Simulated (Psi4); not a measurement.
**U-wB97X/def2-SVPD (core potential) run of InHBr (SMILES [Br][InH])**

What is the energy change on altering one bond length of InHBr at U-wB97X/def2-SVPD (core potential)? 

The results are computed with Psi4 1.11.

### 1 The structure to begin with

The species is InHBr (3 atoms), meant as a doublet with charge 0. As SMILES, `[Br][InH]`. Geometry: relaxed at PBE0-D4/def2-TZVP.

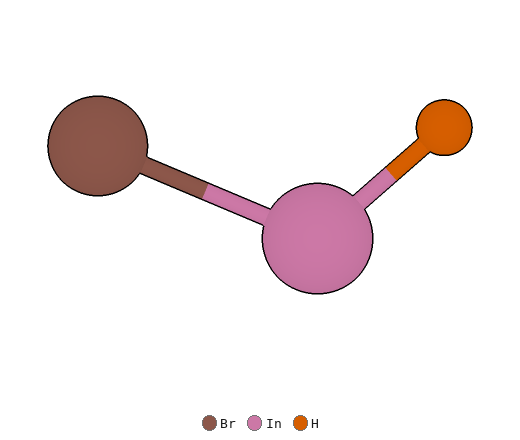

The structure, seen from a chosen angle (bromine brown, indium pink, hydrogen orange).

### 2 Energy and forces at U-wB97X/def2-SVPD (core potential)

brhin.dat reads:

```
memory 1600 mb

molecule {
  0 2
  Br
  In 1 2.510811
  H 2 1.772392 1 115.92009
  symmetry c1
}

set reference uks
set puream true
set e_convergence 1e-09
set d_convergence 1e-08
set scf_type pk
set dft_radial_points 99
set dft_spherical_points 590
set maxiter 200

e_tot, wfn = gradient("wb97x/def2-SVPD", return_wfn=True)
oeprop(wfn, "MULLIKEN_CHARGES", "LOWDIN_CHARGES", "MAYER_INDICES")
```

Launch:

```sh
psi4 -n 1 brhin.dat brhin.out
```

brhin.out:

```text
[...]
    !!!  WARNING: ECP capability is in beta. Please check occupations closely.  !!!
[...]
  Running in c1 symmetry.
[...]
  Nuclear repulsion =  166.249846104426666
[...]
  Multiplicity = 2
[...]
  Nalpha       = 29
  Nbeta        = 28
[...]
    Number of basis functions: 81
[...]
   @UKS iter   1: -2764.31448310206497   -2.14120e+00   1.66755e-02 DIIS/ADIIS
[...]
   @UKS iter  14: -2764.65481647727029   -3.63798e-12   3.41135e-09 DIIS
[...]
   @S^2 Observed:                7.576742400E-01
[...]
    Orbital Energies [Eh]
    ---------------------
    Alpha Occupied:
       1A   -482.546019     2A    -62.455626     3A    -56.288187
       4A    -56.286293     5A    -56.286129     6A     -8.761553
       7A     -6.594258     8A     -6.587839     9A     -6.587222
      10A     -4.809199    11A     -3.222455    12A     -3.216642
      13A     -3.213416    14A     -2.719179    15A     -2.717584
      16A     -2.717092    17A     -2.712206    18A     -2.712192
      19A     -0.920123    20A     -0.908123    21A     -0.906597
      22A     -0.903840    23A     -0.901848    24A     -0.857458
      25A     -0.538298    26A     -0.429072    27A     -0.389865
      28A     -0.388568    29A     -0.301823
    Alpha Virtual:
[...]
  @UKS Final Energy: -2764.65481647727029
   => Energetics <=
    Nuclear Repulsion Energy =            166.2498461044266662
    One-Electron Energy =               -4249.6895966053070879
    Two-Electron Energy =                1402.8452470919710322
    DFT Exchange-Correlation Energy =     -84.0603130683601307
    Empirical Dispersion Energy =           0.0000000000000000
    VV10 Nonlocal Energy =                  0.0000000000000000
    Total Energy =                      -2764.6548164772698328
[...]
 Multipole Moments:
 ------------------------------------------------------------------------------------
     Multipole            Electronic (a.u.)      Nuclear  (a.u.)        Total (a.u.)
 ------------------------------------------------------------------------------------
 L = 1.  Multiply by 2.5417464519 to convert [e a0] to [Debye]
 Dipole X            :         -2.2629304            2.1241932           -0.1387372
 Dipole Y            :        -56.5935207           55.4843702           -1.1091504
 Dipole Z            :          0.0000000            0.0000000            0.0000000
 Magnitude           :                                                    1.1177937
[...]
  -Total Gradient:
     Atom            X                  Y                   Z
    ------   -----------------  -----------------  -----------------
       1        0.000010296661    -0.004846623598    -0.000000000020
       2        0.000324146999     0.004093332369     0.000000000144
       3       -0.000454862067     0.000204485774    -0.000000000129
[...]
  Mulliken Charges: (a.u.)
   Center  Symbol    Alpha    Beta     Spin     Total
       1    BR    17.80746 17.66636  0.14109 -0.47382
       2    IN    10.55181  9.97137  0.58044  0.47681
       3     H     0.64073  0.36226  0.27847 -0.00299
   Total alpha = 29.00000, Total beta = 28.00000, Total charge = -0.00000
  Lowdin Charges: (a.u.)
   Center  Symbol    Alpha    Beta     Spin     Total
       1    BR    17.72018 17.55023  0.16995 -0.27041
       2    IN    10.58307  9.97163  0.61144  0.44530
       3     H     0.69675  0.47814  0.21861 -0.17488
[...]
```

Run time: 23 s. Hardware: 1 thread of AMD EPYC 7R43 (Zen 3), shared host; peak memory 0.65 GiB.

### 3 The distorted shape, same level

brhin.xyz reads:

```xyz
3
BrHIn
Br     3.494035    -0.062495     1.886859
In    -0.424600    -0.617800    -0.295300
H     -1.338700     0.862200    -0.635000
```

calc.py reads:

```python
import psi4

psi4.set_memory('1600 MB')
psi4.set_num_threads(1)
psi4.set_output_file('run.log', False)

with open('brhin.xyz') as f:
    atoms = ''.join(f.readlines()[2:])
geom = psi4.geometry('0 2\n' + atoms + 'symmetry c1')

options = {'reference': 'uks', 'puream': True, 'e_convergence': 1e-09, 'd_convergence': 1e-08, 'scf_type': 'pk', 'dft_radial_points': 99, 'dft_spherical_points': 590, 'maxiter': 200}
psi4.set_options(options)

energy_value, wavefunction = psi4.gradient('wb97x/def2-SVPD', molecule=geom, return_wfn=True)
psi4.oeprop(wavefunction, 'DIPOLE', 'WIBERG_LOWDIN_INDICES', 'QUADRUPOLE')
print('gradient / Eh bohr^-1')
print(energy_value.np.round(6))
print(f'energy = {wavefunction.energy():.10f} Eh')
```

Launch:

```sh
python calc.py
```

run.log, shortened:

```text
[...]
    !!!  WARNING: ECP capability is in beta. Please check occupations closely.  !!!
[...]
  Running in c1 symmetry.
[...]
  Nuclear repulsion =   95.679060626340728
[...]
  Multiplicity = 2
[...]
  Nalpha       = 29
  Nbeta        = 28
[...]
    Number of basis functions: 81
[...]
   @UKS iter   1: -2764.12795225307082   -2.25657e+00   1.71303e-02 DIIS/ADIIS
[...]
   @UKS iter  28: -2764.57741560122167   -3.63798e-12   5.24296e-09 DIIS
[...]
   @S^2 Observed:                7.576925217E-01
[...]
  @UKS Final Energy: -2764.57741560122167
   => Energetics <=
    Nuclear Repulsion Energy =             95.6790606263407284
    One-Electron Energy =               -4107.7102645768418370
    Two-Electron Energy =                1331.4568691613792453
    DFT Exchange-Correlation Energy =     -84.0030808121001940
    Empirical Dispersion Energy =           0.0000000000000000
    VV10 Nonlocal Energy =                  0.0000000000000000
    Total Energy =                      -2764.5774156012221283
[...]
  -Total Gradient:
     Atom            X                  Y                   Z
    ------   -----------------  -----------------  -----------------
       1        0.004692964961     0.001054900744    -0.000000000708
       2       -0.011721762972     0.007569265501     0.000000001287
       3        0.007342666716    -0.009104823869    -0.000000000612
[...]
 Multipole Moments:
 ------------------------------------------------------------------------------------
     Multipole            Electronic (a.u.)      Nuclear  (a.u.)        Total (a.u.)
 ------------------------------------------------------------------------------------
 L = 1.  Multiply by 2.5417464519 to convert [e a0] to [Debye]
 Dipole X            :       -100.3086979           99.6670097           -0.6416883
 Dipole Y            :        -14.7559849           14.5334867           -0.2224983
 Dipole Z            :          0.0000001           -0.0000000            0.0000001
 Magnitude           :                                                    0.6791681
 L = 2.  Multiply by 1.3450342976 to convert [e a0^2] to [Debye ang]
 Quadrupole XX       :      -1198.6066924         1166.8894833          -31.7172091
 Quadrupole XY       :       -123.5170351          127.5985431            4.0815080
[...]
```

On the terminal:

```text
gradient / Eh bohr^-1
[[ 0.004693  0.001055 -0.      ]
 [-0.011722  0.007569  0.      ]
 [ 0.007343 -0.009105 -0.      ]]
energy = -2764.5774156012 Eh
```

Wall time 27 s (1 thread of AMD EPYC 7R43 (Zen 3), shared host); peak memory 0.61 GiB.

### 4 What came out

At U-wB97X/def2-SVPD (core potential):

```
                                                           quantity           value
                                          first shape: total energy  -2764.65482 Eh
                                         first shape: dipole moment          2.84 D
                    first shape: HOMO energy (highest over α and β)        -8.21 eV
                     first shape: LUMO energy (lowest over α and β)        -2.16 eV
                                                  first shape: ⟨S²⟩           0.758
                              first shape: largest force on an atom      0.249 eV/Å
                                      distorted shape: total energy  -2764.57742 Eh
                                     distorted shape: dipole moment          1.73 D
                distorted shape: HOMO energy (highest over α and β)        -7.96 eV
                 distorted shape: LUMO energy (lowest over α and β)        -3.84 eV
                                              distorted shape: ⟨S²⟩           0.758
                          distorted shape: largest force on an atom      0.718 eV/Å
energy change with the Br1–In2 bond stretched from 2.511 to 4.520 Å        2.106 eV
```

With the Br1–In2 bond stretched from 2.511 to 4.520 Å the energy rises by 2.11 eV (49 kcal/mol). The first shape isn't relaxed at this level, so the change isn't measured from a minimum. Mulliken charges (first shape) run from -0.47 on Br1 to +0.48 on In2; in a basis this large or diffuse they mean little.
